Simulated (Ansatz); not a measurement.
**C2H6GeTe: rigid scan of one bond length in Python**

A script is to give a rigid scan of one bond length; the system is C2H6GeTe.

Computed with Ansatz 0.2.0, driven from Python. Level of theory: PBE0+D3(BJ)/def2-SVP.

## Step 1: Starting point

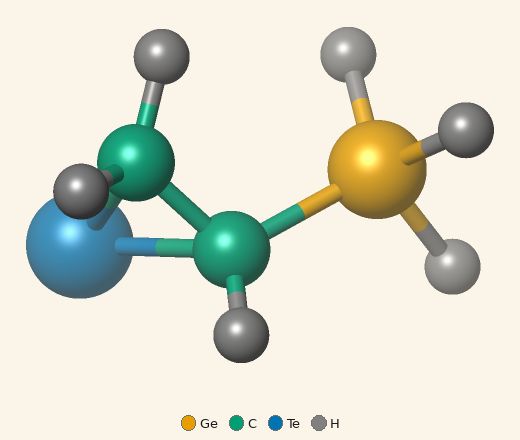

The starting structure, viewed from a chosen angle; germanium amber, carbon teal, tellurium blue, hydrogen grey.

c2h6gete.xyz, read by the script:

```xyz
10

Ge   -0.67590    1.17880    0.18700
C     0.12700   -0.30650   -0.68570
C     0.89310   -1.14620    0.21560
Te   -0.85080   -2.14710   -0.30220
H    -1.90280    1.70350   -0.72060
H    -1.25740    0.82400    1.56910
H     0.33690    2.36860    0.34030
H     0.59460   -0.16360   -1.70950
H     0.98240   -0.78180    1.32450
H     1.83600   -1.58070   -0.21550
```

## Step 2: The script

Contents of scan_c2h6gete.py:

```python
import warnings

import ansatz as az
import matplotlib.pyplot as plt
import numpy as np

warnings.simplefilter("ignore", az.DeckWarning)

c2h6gete = az.Crystal.molecule_from_extxyz("c2h6gete.xyz")

symbols = [site.symbol for site in c2h6gete.cartesian_sites]
start = np.array([site.position_ang for site in c2h6gete.cartesian_sites])
axis = (start[7] - start[1]) / np.linalg.norm(start[7] - start[1])
moving = [7]
lengths, energies = [0.998, 1.044, 1.089, 1.135, 1.18, 1.225, 1.271, 1.339], []
for length in lengths:
    xyz = start.copy()
    xyz[moving] += (length - np.linalg.norm(start[7] - start[1])) * axis
    point = az.Crystal.molecule()
    for symbol, xyz in zip(symbols, xyz):
        point = point.atom(symbol, xyz.tolist())
    base = (
        point.calculation()
        .basis(gaussian="def2-SVP")
        .functional("pbe0", dispersion="d3bj")
        .scf(lower_state_search="light")
    )
    data = base.run().report
    energies.append(data["free_energy_ev"])
    print(f"r = {length:6.3f} A  E = {energies[-1]:.5f} eV  <S^2> = {abs(data['mean_field']['state']['spin_squared']):.3f}")

fit = np.polynomial.Polynomial.fit(lengths, np.array(energies) - min(energies), 4).convert()
roots = [r.real for r in fit.deriv().roots() if abs(r.imag) < 1e-9 and fit.deriv(2)(r.real) > 0]
r_e = min(roots, key=lambda r: abs(r - lengths[int(np.argmin(energies))]))
print(f"minimum of the fit at {r_e:.4f} A, force constant {fit.deriv(2)(r_e):.2f} eV/A^2")
plt.figure(figsize=(4.5, 3))
plt.plot(lengths, np.array(energies) - min(energies), "o-")
plt.xlabel("bond length (A)")
plt.ylabel("E - E(min) (eV)")
plt.tight_layout()
plt.savefig("scan.png", dpi=100)
```

## Step 3: The calls as engine input

The package turns the script's settings into the engine's input (first run):

```yaml
crystal:
  periodic: [false, false, false]
  atoms:
    - { symbol: Ge, position_ang: [-0.6759, 1.1788, 0.187] }
    - { symbol: C, position_ang: [0.127, -0.3065, -0.6857] }
    - { symbol: C, position_ang: [0.8931, -1.1462, 0.2156] }
    - { symbol: Te, position_ang: [-0.8508, -2.1471, -0.3022] }
    - { symbol: H, position_ang: [-1.9028, 1.7035, -0.7206] }
    - { symbol: H, position_ang: [-1.2574, 0.824, 1.5691] }
    - { symbol: H, position_ang: [0.3369, 2.3686, 0.3403] }
    - { symbol: H, position_ang: [0.5383162354648714, -0.18080049177089363, -1.5862679252971243] }
    - { symbol: H, position_ang: [0.9824, -0.7818, 1.3245] }
    - { symbol: H, position_ang: [1.836, -1.5807, -0.2155] }
basis:
  gaussian:
    orbitals: def2-SVP
hamiltonian:
  xc: pbe0
  dispersion: d3bj
scf:
  lower_state_search: light
```

## Step 4: Running it

Started as:

```sh
python scan_c2h6gete.py
```

The log of the run:

```text
r =  0.998 A  E = -65963.70207 eV  <S^2> = 0.000
r =  1.044 A  E = -65963.85099 eV  <S^2> = 0.000
r =  1.089 A  E = -65963.90091 eV  <S^2> = 0.000
r =  1.135 A  E = -65963.87645 eV  <S^2> = 0.000
r =  1.180 A  E = -65963.79596 eV  <S^2> = 0.000
r =  1.225 A  E = -65963.67315 eV  <S^2> = 0.000
r =  1.271 A  E = -65963.51514 eV  <S^2> = 0.000
r =  1.339 A  E = -65963.24093 eV  <S^2> = 0.000
minimum of the fit at 1.0955 A, force constant 34.92 eV/A^2
```

It took 45 s on 1 thread of Arm Neoverse V2, shared host; peak memory 0.39 GiB.

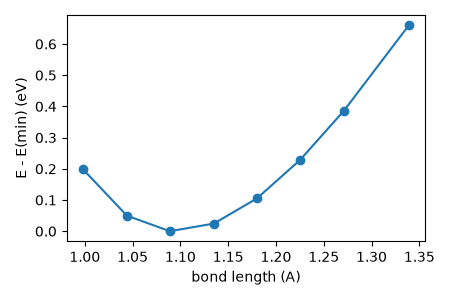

scan.png, as the script drew it.

## Step 5: What changed from run to run

The engine's inputs for some of the other runs:

Run 6, against run 1:

```diff
@@ -11 +11 @@
-    - { symbol: H, position_ang: [0.5383162354648714, -0.18080049177089363, -1.5862679252971243] }
+    - { symbol: H, position_ang: [0.6318721327098873, -0.15220952146226924, -1.7911065215320416] }
```

Run 7, against run 1:

```diff
@@ -11 +11 @@
-    - { symbol: H, position_ang: [0.5383162354648714, -0.18080049177089363, -1.5862679252971243] }
+    - { symbol: H, position_ang: [0.6508305964687892, -0.14641575655391367, -1.8326156643814078] }
```

Run 8, against run 1:

```diff
@@ -11 +11 @@
-    - { symbol: H, position_ang: [0.5383162354648714, -0.18080049177089363, -1.5862679252971243] }
+    - { symbol: H, position_ang: [0.6788561515906442, -0.13785106060243146, -1.8939770059848193] }
```

Lines on the test bed's own set-up are left out of the output.

## Step 6: What each run gave

The 8 runs, in the order started:

```
run  distance (Å)  energy from run 3 (eV)  SCF cycles  CPU time (s)
  1          1.00                  0.1988          17             6
  2          1.04                  0.0499          18           5.8
  3          1.09                  0.0000          18           5.5
  4          1.14                  0.0245          18           5.5
  5          1.18                  0.1049          18           5.5
  6          1.23                  0.2278          18           5.3
  7          1.27                  0.3858          18           5.5
  8          1.34                  0.6600          18           5.2
```

## Step 7: Outcome

| quantity | value |
| --- | --- |
| bond length at the fit's minimum | 1.0955 Å |
| runs compared | 8 |
| range of energy | 0.660 eV |
| lowest point, distance (Å) | 1.09 |

The lowest point, at 1.09, lies inside the range. The ends stand 0.199 and 0.66 eV above it. The distance scanned is the script's pair 1, 7. Reading the output:
- The rest of the molecule is held rigid at a force-field or estimated start geometry, and the basis set is modest; single-reference methods fail as a bond breaks.
- def2 sets replace the cores of elements past krypton by effective core potentials.
- The orbitals are restricted, so S² is zero by construction.
